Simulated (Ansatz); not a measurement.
```sh
ansatz run in.yaml --threads 2 --pin off --events-out ev --progress --plain --max-ram 4352MiB
```

```yaml
crystal:
  periodic: [false, false, false]
  atoms:
    - {symbol: O, position_ang: [0.162274, 2.163353, -1.279663]}
    - {symbol: B, position_ang: [0.504921, 1.157705, -0.507794]}
    - {symbol: C, position_ang: [0.823561, 0.044185, 0.247780]}
    - {symbol: Si, position_ang: [-0.452365, -1.265517, 0.387463]}
    - {symbol: H, position_ang: [-0.286907, 2.898964, -0.852178]}
    - {symbol: H, position_ang: [1.779245, -0.070446, 0.746488]}
    - {symbol: H, position_ang: [-1.659188, -0.841332, -0.379169]}
    - {symbol: H, position_ang: [0.001266, -2.575645, -0.159837]}
    - {symbol: H, position_ang: [-0.872787, -1.511267, 1.796919]}
basis:
  gaussian: {orbitals: def2-TZVPP}
hamiltonian: {xc: pbe, dispersion: d4}
```

What structure does this define?

Formula CH₅BOSi. As SMILES it reads `O/B=C\[SiH3]`. It has no ring. Among its groups: Si–H bond. This geometry has C1 symmetry. Coordination: 1 O bent; 1 B linear; 1 C trigonal planar; 1 Si tetrahedral.

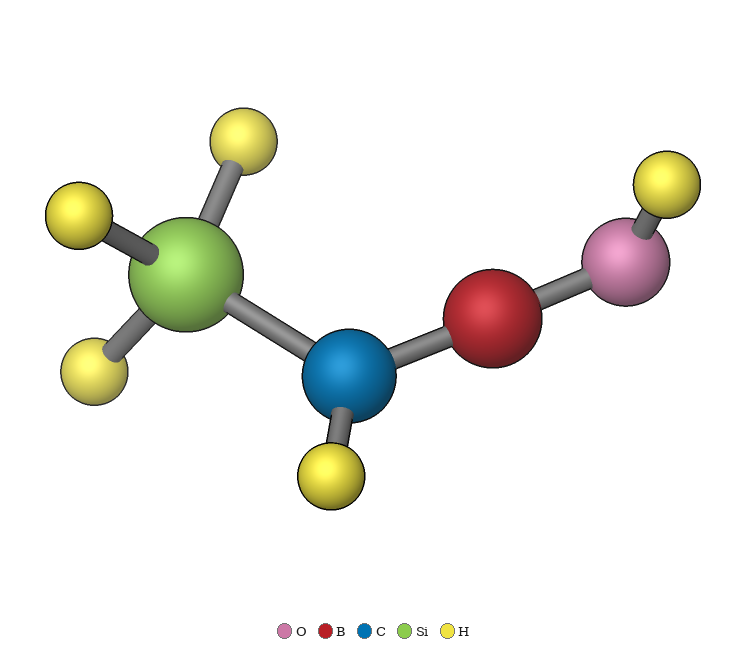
